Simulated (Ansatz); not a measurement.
## Nudged elastic band, with input and output: SnH₅F

- system: SnH₅F
- method: RKS PBE0/def2-SVP (Ansatz 0.2.0)

It belongs to a series of runs on one base structure; here: band between the two ends. Figures and captions count atoms from 1; the log counts them from 0 in places.

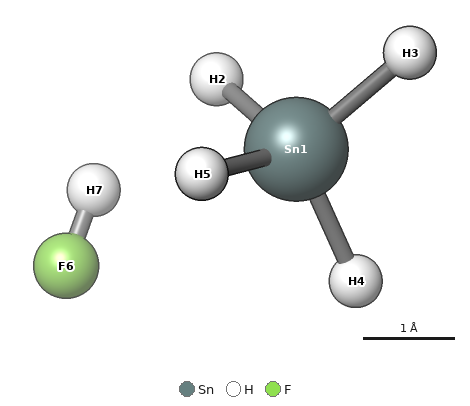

The structure as given in the input (ball-and-stick view, seen at a tilt; atoms are numbered from 1 in the order of the input). Sticks mark near contacts.

Key numbers:

```tsv
quantity	value
outcome	converged
barrier, forward	1.185 eV
barrier, backward	1.349 eV
hardware	1 thread of Intel Xeon @ 2.50GHz (Skylake/Cascade Lake), 32 GiB of memory available, shared host
wall time	9.8 min
peak memory	0.15 GiB
```

The order of the saddle point was not checked.

Input:
```yaml
crystal:
  periodic: [false, false, false]
  atoms:
    - { symbol: Sn, position_ang: [0.215906, 0.0, -0.128467] }
    - { symbol: H, position_ang: [0.1075, 0.0, 1.593767] }
    - { symbol: H, position_ang: [1.881626, 0.0, -0.523072] }
    - { symbol: H, position_ang: [-0.527921, 1.410465, -0.732302] }
    - { symbol: H, position_ang: [-0.527921, -1.410465, -0.732302] }
    - { symbol: F, position_ang: [-2.548372, 0.0, 1.498548] }
    - { symbol: H, position_ang: [-1.742119, 0.0, 1.953127] }
basis:
  gaussian: { orbitals: def2-SVP }
hamiltonian:
  xc: pbe0
neb:
  order_check: false
  images: 9
  f_tol: 0.05
  max_iterations: 26
  final_atoms:
    - { symbol: Sn, position_ang: [-0.14302092, 0.0, -0.86679108] }
    - { symbol: H, position_ang: [-0.96593564, 0.0, 3.75361985] }
    - { symbol: H, position_ang: [1.45372585, 0.0, -0.25911257] }
    - { symbol: H, position_ang: [-0.55672104, 1.428715, -1.70590351] }
    - { symbol: H, position_ang: [-0.55672104, -1.428715, -1.70590351] }
    - { symbol: F, position_ang: [-1.28759197, 0.0, 0.71401367] }
    - { symbol: H, position_ang: [-1.08503624, 0.0, 2.99937615] }
  initial_path:
    images:
      - { positions_ang: [[0.215906, 0.0, -0.128467], [0.1075, 0.0, 1.593767], [1.881626, 0.0, -0.523072], [-0.527921, 1.410465, -0.732302], [-0.527921, -1.410465, -0.732302], [-2.548372, 0.0, 1.498548], [-1.742119, 0.0, 1.953127]] }
      - { positions_ang: [[0.17475843, 0.0, -0.10053823], [0.07774088, 0.0, 1.69512223], [1.83824833, 0.0, -0.52398655], [-0.58130007, 1.412332, -0.70348694], [-0.58130007, -1.412332, -0.70348694], [-2.45176861, 0.0, 1.32773072], [-1.6176799, 0.0, 1.9379447]] }
      - { positions_ang: [[0.13361086, 0.0, -0.07260946], [0.04798176, 0.0, 1.79647745], [1.79487067, 0.0, -0.52490109], [-0.63467914, 1.414199, -0.67467187], [-0.63467914, -1.414199, -0.67467187], [-2.35516522, 0.0, 1.15691344], [-1.49324079, 0.0, 1.9227624]] }
      - { positions_ang: [[0.09246329, 0.0, -0.04468069], [0.01822264, 0.0, 1.89783268], [1.751493, 0.0, -0.52581564], [-0.6880582, 1.416066, -0.64585681], [-0.6880582, -1.416066, -0.64585681], [-2.25856183, 0.0, 0.98609616], [-1.36880169, 0.0, 1.9075801]] }
      - { positions_ang: [[0.05131572, 0.0, -0.01675192], [-0.01153648, 0.0, 1.99918791], [1.70811533, 0.0, -0.52673019], [-0.74143727, 1.417933, -0.61704174], [-0.74143727, -1.417933, -0.61704174], [-2.16195844, 0.0, 0.81527888], [-1.24436258, 0.0, 1.8923978]] }
      - { positions_ang: [[0.01016815, 0.0, 0.01117685], [-0.0412956, 0.0, 2.10054314], [1.66473767, 0.0, -0.52764474], [-0.79481634, 1.4198, -0.58822668], [-0.79481634, -1.4198, -0.58822668], [-2.06535505, 0.0, 0.6444616], [-1.11992348, 0.0, 1.8772155]] }
      - { positions_ang: [[-0.02046967, 0.0, -0.16441674], [-0.22622361, 0.0, 2.43115848], [1.6225353, 0.0, -0.4739383], [-0.74719728, 1.421583, -0.81176204], [-0.74719728, -1.421583, -0.81176204], [-1.90980244, 0.0, 0.65837201], [-1.11294603, 0.0, 2.10164763]] }
      - { positions_ang: [[-0.05110748, 0.0, -0.34001032], [-0.41115161, 0.0, 2.76177382], [1.58033294, 0.0, -0.42023187], [-0.69957822, 1.423366, -1.03529741], [-0.69957822, -1.423366, -1.03529741], [-1.75424982, 0.0, 0.67228243], [-1.10596858, 0.0, 2.32607976]] }
      - { positions_ang: [[-0.0817453, 0.0, -0.51560391], [-0.59607962, 0.0, 3.09238916], [1.53813058, 0.0, -0.36652543], [-0.65195916, 1.425149, -1.25883278], [-0.65195916, -1.425149, -1.25883278], [-1.5986972, 0.0, 0.68619284], [-1.09899114, 0.0, 2.55051189]] }
      - { positions_ang: [[-0.11238311, 0.0, -0.6911975], [-0.78100763, 0.0, 3.42300451], [1.49592821, 0.0, -0.312819], [-0.6043401, 1.426932, -1.48236814], [-0.6043401, -1.426932, -1.48236814], [-1.44314459, 0.0, 0.70010326], [-1.09201369, 0.0, 2.77494402]] }
      - { positions_ang: [[-0.14302092, 0.0, -0.86679108], [-0.96593564, 0.0, 3.75361985], [1.45372585, 0.0, -0.25911257], [-0.55672104, 1.428715, -1.70590351], [-0.55672104, -1.428715, -1.70590351], [-1.28759197, 0.0, 0.71401367], [-1.08503624, 0.0, 2.99937615]] }
```

Run as:
```bash
ansatz run input.yaml --threads 1 --pin off --max-ram 2048MiB --backend cpu --events-out ev --progress --plain --runs-dir out
```

Output:
```
Engine: ansatz 0.2.0, x86_64-unknown-linux-gnu
Functional definition: PBE0
  parameter a = 0.25
  parameter kappa = 0.804
  parameter beta = 0.06672455060314922
  exchange = (1 - a)*pbe_x(kappa = kappa, mu = beta*pi^2/3) + a*exact_x
  correlation = pbe_c(beta = beta)
781 factors; integrals over basis functions are off by at most 3.7e-4 eV
mean field evaluation 1: about -8622.5209 eV, gradient 2.8e1 eV
mean field evaluation 2: about -8621.9410 eV, gradient 3.6e1 eV
mean field evaluation 4: about -8623.7799 eV, gradient 3.8e-1 eV
mean field evaluation 8: about -8623.7904 eV, gradient 8.4e-4 eV
mean field -8623.79038139 eV, -316.9184511010 hartree, gradient 3.5e-5 eV, S^2 0.000000; 0 other end points of the search recorded, 0 dependent functions left out
the calculation of the forces begins
reference -8623.79040825 eV, -316.9184520882 hartree; 18, 18 occupied and 47, 47 virtual orbitals, 781 factors
782 factors; integrals over basis functions are off by at most 1.0e-3 eV
mean field evaluation 16: about -8623.9200 eV, gradient 2.3e0 eV
mean field -8623.95443772 eV, -316.9244800598 hartree, gradient 8.9e-6 eV, S^2 0.000000; 0 other end points of the search recorded, 0 dependent functions left out
[... from here on the field's lines of each further geometry are left out, up to the last ...]
NEB iter   1: max|band force component| = 4.682e0 eV/Å  barrier→ = 2.7944 eV  barrier← = 2.9584 eV  Δτ_max = 0.2000 Å  (270 SCF iters)
NEB iter   2: max|band force component| = 2.635e0 eV/Å  barrier→ = 1.6617 eV  barrier← = 1.8257 eV  Δτ_max = 0.2000 Å  (249 SCF iters)
NEB iter   3: max|band force component| = 2.530e0 eV/Å  barrier→ = 1.4846 eV  barrier← = 1.6486 eV  Δτ_max = 0.2000 Å  (250 SCF iters)
NEB iter   4: max|band force component| = 1.898e0 eV/Å  barrier→ = 1.4507 eV  barrier← = 1.6148 eV  Δτ_max = 0.2000 Å  (245 SCF iters)
NEB iter   5: max|band force component| = 1.588e0 eV/Å  barrier→ = 1.2322 eV  barrier← = 1.3962 eV  Δτ_max = 0.1784 Å  (245 SCF iters)
NEB iter   6: max|band force component| = 1.231e0 eV/Å  barrier→ = 1.2260 eV  barrier← = 1.3900 eV  Δτ_max = 0.1997 Å  (241 SCF iters)
NEB iter   7: max|band force component| = 4.874e0 eV/Å  barrier→ = 1.5468 eV  barrier← = 1.7109 eV  Δτ_max = 0.0765 Å  (243 SCF iters)
NEB iter   8: max|band force component| = 1.886e0 eV/Å  barrier→ = 1.2254 eV  barrier← = 1.3895 eV  Δτ_max = 0.0732 Å  (229 SCF iters)
NEB iter   9: max|band force component| = 5.741e-1 eV/Å  barrier→ = 1.1683 eV  barrier← = 1.3324 eV  Δτ_max = 0.0202 Å  (223 SCF iters)
NEB iter  10: max|band force component| = 4.905e-1 eV/Å  barrier→ = 1.1583 eV  barrier← = 1.3223 eV  CI = image 3  Δτ_max = 0.0912 Å  (201 SCF iters)
NEB iter  11: max|band force component| = 4.328e-1 eV/Å  barrier→ = 1.1820 eV  barrier← = 1.3461 eV  CI = image 3  Δτ_max = 0.0401 Å  (228 SCF iters)
NEB iter  12: max|band force component| = 4.882e-1 eV/Å  barrier→ = 1.1865 eV  barrier← = 1.3506 eV  CI = image 3  Δτ_max = 0.0204 Å  (227 SCF iters)
NEB iter  13: max|band force component| = 5.959e-2 eV/Å  barrier→ = 1.1857 eV  barrier← = 1.3497 eV  CI = image 3  Δτ_max = 0.0068 Å  (184 SCF iters)
the calculation of the forces begins
reference -8623.95298746 eV, -316.9244267638 hartree; 18, 18 occupied and 47, 47 virtual orbitals, 782 factors
783 factors; integrals over basis functions are off by at most 5.1e-4 eV
mean field evaluation 1152: about -8622.6050 eV, gradient 7.1e-3 eV
mean field -8622.60499315 eV, -316.8748888868 hartree, gradient 9.8e-6 eV, S^2 0.000000; 1 other end points of the search recorded, 0 dependent functions left out
the calculation of the forces begins
reference -8622.60502128 eV, -316.8748899203 hartree; 18, 18 occupied and 47, 47 virtual orbitals, 783 factors
NEB iter  14: max|band force component| = 2.217e-2 eV/Å  barrier→ = 1.1854 eV  barrier← = 1.3494 eV  CI = image 3  Δτ_max = 0.0000 Å  (404 SCF iters)
```

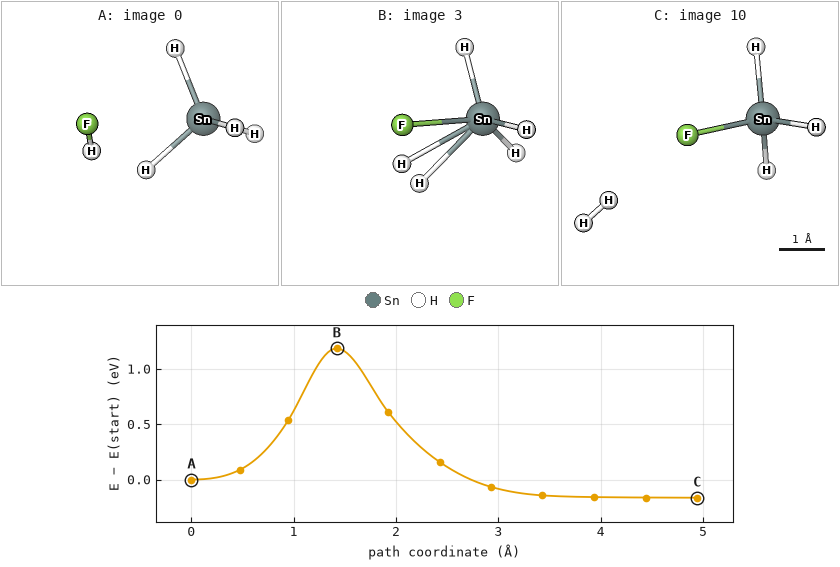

Images of the last band (counted from 0; ball-and-stick, seen at a tilt) above the energy along the path; the line is a cubic interpolation that uses the forces. The highest image is number 3, 1.185 eV above the start and 1.349 eV above the end (the climbing image); the end lies 0.164 eV below the start. The path is 4.94 Å long. The band converged in 14 iterations.

```
Total energy: -8622.60502128 eV, -316.8748899203 hartree
Atom 0 at    -0.209739    -0.000000    -0.146239 Å, force    -0.012691    -0.000000     0.005915 eV/Å
Atom 1 at    -0.043073     0.000000     1.909864 Å, force     0.002008     0.000000     0.004612 eV/Å
Atom 2 at     1.509811     0.000000    -0.004535 Å, force    -0.006395     0.000000     0.002209 eV/Å
Atom 3 at    -0.699075     1.462706    -0.869623 Å, force    -0.002999     0.000218    -0.000254 eV/Å
Atom 4 at    -0.699075    -1.462706    -0.869623 Å, force    -0.002999    -0.000218    -0.000254 eV/Å
Atom 5 at    -2.008850    -0.000000     1.103166 Å, force     0.024766     0.000000    -0.020469 eV/Å
Atom 6 at    -0.991301    -0.000000     1.806288 Å, force    -0.001691    -0.000000     0.008242 eV/Å
Dipole moment:     0.338173     0.000000    -0.238813 e Å
this run last wrote the band of iteration 14 to [file]
```

The last band as extended XYZ (Å, eV, eV/Å):
```
7
Properties=species:S:1:pos:R:3:forces:R:3 image=0 energy=-8623.79038
Sn    0.2159    0.0000   -0.1285   -0.0071   0.0000  -0.0013
H     0.1075    0.0000    1.5938    0.0063   0.0000   0.0039
H     1.8816    0.0000   -0.5231    0.0082   0.0000   0.0027
H    -0.5279    1.4105   -0.7323   -0.0026  -0.0011  -0.0017
H    -0.5279   -1.4105   -0.7323   -0.0026   0.0011  -0.0017
F    -2.5484    0.0000    1.4985   -0.0107   0.0000  -0.0008
H    -1.7421    0.0000    1.9531    0.0085   0.0000  -0.0011
7
Properties=species:S:1:pos:R:3:forces:R:3 image=1 energy=-8623.70271
Sn    0.0973    0.0000   -0.1000    0.1529   0.0000  -0.0034
H     0.0441    0.0000    1.6434    0.0276   0.0000  -0.1016
H     1.7876    0.0000   -0.3268    0.1412   0.0000  -0.2017
H    -0.6201    1.4076   -0.7457    0.0586  -0.0201   0.0675
H    -0.6201   -1.4076   -0.7457    0.0586   0.0201   0.0675
F    -2.3345    0.0000    1.3947   -0.2081   0.0000   0.1258
H    -1.4957    0.0000    1.8094   -0.2309   0.0000   0.0459
7
Properties=species:S:1:pos:R:3:forces:R:3 image=2 energy=-8623.25484
Sn   -0.0530    0.0000   -0.0983    0.5184   0.0000   0.1556
H     0.0200    0.0000    1.7397    0.2006   0.0000  -0.5589
H     1.6435    0.0000   -0.1267    0.4407   0.0000  -0.3988
H    -0.6811    1.4266   -0.8125    0.0599  -0.1184   0.1879
H    -0.6811   -1.4266   -0.8125    0.0599   0.1184   0.1879
F    -2.1164    0.0000    1.2732   -0.3522   0.0000   0.5552
H    -1.2732    0.0000    1.7665   -0.9274   0.0000  -0.1289
7
Properties=species:S:1:pos:R:3:forces:R:3 image=3 energy=-8622.60499
Sn   -0.2097    0.0000   -0.1462   -0.0127   0.0000   0.0059
H    -0.0431    0.0000    1.9099    0.0020   0.0000   0.0046
H     1.5098    0.0000   -0.0045   -0.0064   0.0000   0.0022
H    -0.6991    1.4627   -0.8696   -0.0030   0.0002  -0.0003
H    -0.6991   -1.4627   -0.8696   -0.0030  -0.0002  -0.0003
F    -2.0088    0.0000    1.1032    0.0248   0.0000  -0.0205
H    -0.9913    0.0000    1.8063   -0.0017   0.0000   0.0082
7
Properties=species:S:1:pos:R:3:forces:R:3 image=4 energy=-8623.17882
Sn   -0.3384    0.0000   -0.2539   -0.3205   0.0000  -0.2716
H    -0.0047    0.0000    2.1116    0.1026   0.0000   0.4984
H     1.3625    0.0000    0.1095   -0.3716   0.0000   0.2696
H    -0.6944    1.4922   -0.9769    0.0014   0.0732  -0.2655
H    -0.6944   -1.4922   -0.9769    0.0014  -0.0732  -0.2655
F    -1.9866    0.0000    0.9063    0.0572   0.0000  -0.4760
H    -0.7853    0.0000    2.0097    0.5293   0.0000   0.5106
7
Properties=species:S:1:pos:R:3:forces:R:3 image=5 energy=-8623.63116
Sn   -0.3995    0.0000   -0.3895   -0.0804   0.0000  -0.1750
H     0.0682    0.0000    2.3601    0.0992   0.0000   0.3195
H     1.2067    0.0000    0.2240   -0.2006   0.0000   0.1432
H    -0.6965    1.4874   -1.1578   -0.0061  -0.0059  -0.2319
H    -0.6965   -1.4874   -1.1578   -0.0061   0.0059  -0.2319
F    -1.9402    0.0000    0.8334    0.0605   0.0000  -0.0909
H    -0.6834    0.0000    2.2168    0.1337   0.0000   0.2671
7
Properties=species:S:1:pos:R:3:forces:R:3 image=6 energy=-8623.85686
Sn   -0.3940    0.0000   -0.5114   -0.0155   0.0000  -0.0689
H     0.0181    0.0000    2.6863    0.0193   0.0000   0.1700
H     1.0902    0.0000    0.3366   -0.0671   0.0000   0.0243
H    -0.6351    1.4575   -1.3611   -0.0024  -0.0165  -0.1070
H    -0.6351   -1.4575   -1.3611   -0.0024   0.0165  -0.1070
F    -1.8966    0.0000    0.7396    0.0328   0.0000  -0.0176
H    -0.6888    0.0000    2.4003    0.0353   0.0000   0.1061
7
Properties=species:S:1:pos:R:3:forces:R:3 image=7 energy=-8623.93381
Sn   -0.3542    0.0000   -0.6278   -0.0001   0.0000  -0.0157
H    -0.1458    0.0000    3.0646   -0.0083   0.0000   0.0467
H     1.0674    0.0000    0.3176   -0.0031   0.0000  -0.0113
H    -0.5702    1.4354   -1.5258   -0.0017  -0.0030  -0.0205
H    -0.5702   -1.4354   -1.5258   -0.0017   0.0030  -0.0205
F    -1.8332    0.0000    0.6461    0.0097   0.0000  -0.0038
H    -0.7352    0.0000    2.5806    0.0052   0.0000   0.0250
7
Properties=species:S:1:pos:R:3:forces:R:3 image=8 energy=-8623.94898
Sn   -0.2847    0.0000   -0.7248    0.0007   0.0000  -0.0026
H    -0.4107    0.0000    3.3695   -0.0042   0.0000   0.0077
H     1.1730    0.0000    0.1644    0.0027   0.0000  -0.0053
H    -0.5391    1.4307   -1.6214   -0.0010  -0.0001  -0.0024
H    -0.5391   -1.4307   -1.6214   -0.0010   0.0001  -0.0024
F    -1.6972    0.0000    0.6216    0.0037   0.0000   0.0007
H    -0.8434    0.0000    2.7413   -0.0008   0.0000   0.0043
7
Properties=species:S:1:pos:R:3:forces:R:3 image=9 energy=-8623.95296
Sn   -0.2108    0.0000   -0.8025    0.0005   0.0000  -0.0008
H    -0.6933    0.0000    3.5902   -0.0021   0.0000   0.0018
H     1.3145    0.0000   -0.0345    0.0013   0.0000  -0.0024
H    -0.5363    1.4300   -1.6771   -0.0005   0.0000  -0.0005
H    -0.5363   -1.4300   -1.6771   -0.0005   0.0000  -0.0005
F    -1.5114    0.0000    0.6520    0.0018   0.0000   0.0006
H    -0.9678    0.0000    2.8784   -0.0005   0.0000   0.0018
7
Properties=species:S:1:pos:R:3:forces:R:3 image=10 energy=-8623.95444
Sn   -0.1430    0.0000   -0.8668   -0.0015   0.0000   0.0155
H    -0.9659    0.0000    3.7536   -0.0063   0.0000  -0.0267
H     1.4537    0.0000   -0.2591   -0.0092   0.0000  -0.0058
H    -0.5567    1.4287   -1.7059    0.0003   0.0005   0.0040
H    -0.5567   -1.4287   -1.7059    0.0003  -0.0005   0.0040
F    -1.2876    0.0000    0.7140    0.0102   0.0000  -0.0186
H    -1.0850    0.0000    2.9994    0.0061   0.0000   0.0277
```
